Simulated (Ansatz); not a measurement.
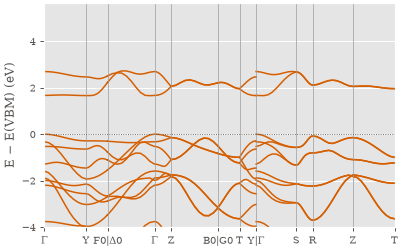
Band structure from the program Ansatz at the r²SCAN+D4 level (PAW)

Read off the gap and where the band edges lie.

About 1.7 eV (1.65 eV by a search for the band edges); maximum at Γ, minimum on the Δ0–Γ line, 86 % of the way from Δ0.

The material is Br (molecular I2 type, space group No. 64).

Space group Cmce (molecular I2 type). The r²SCAN+D4 relaxation kept the symmetry of its start. The substance is a gas or liquid at ambient conditions; this is its low-temperature solid. Spin–orbit coupling is left out wherever it is not named.

Potentials: the earlier of the program's two PAW sets.
